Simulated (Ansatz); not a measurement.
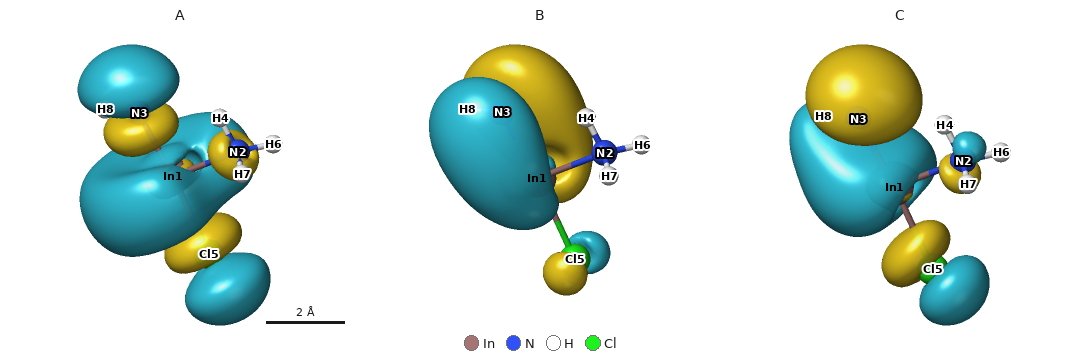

Figure. ClH$_{4}$InN$_{2}$. Three frontier orbitals at ±0.06 Å⁻³ᐟ² (yellow and cyan are the two phases), in no order.

The product side of a reaction path; geometry: PBE0-D4/def2-TZVP; a saddle point, not a minimum; core potentials replace the inner electrons of In.

Computed with RKS PBE0-D4/def2-TZVPP in Ansatz 0.2.0.

```xyz
8

In   -1.1641    0.0880    0.3403
N     0.9699    0.3232   -0.6624
N    -0.3807   -1.3186    1.3979
H     1.4011   -0.4178   -0.1131
Cl   -2.2603    1.7520   -0.8464
H     1.4665    1.1906   -0.4986
H     1.0494    0.0971   -1.6465
H    -1.0817   -1.7143    2.0289
```

Which picture is the HOMO−1, the HOMO and the LUMO?

C is the HOMO−1 (−7.02 eV). Its weight (Hirshfeld) is mainly on N3 (about 60 %), In1 (about 25 %) and Cl5 (about 10 %). B is the HOMO (−5.86 eV). By Hirshfeld shares it lies mainly on N3 (about 70 %) and In1 (about 20 %). A is the LUMO (−1.47 eV). It lies mainly on In1 (about 45 %), N3 (about 25 %) and Cl5 (about 20 %).

What is the HOMO–LUMO gap?

4.39 eV between the orbital energies.
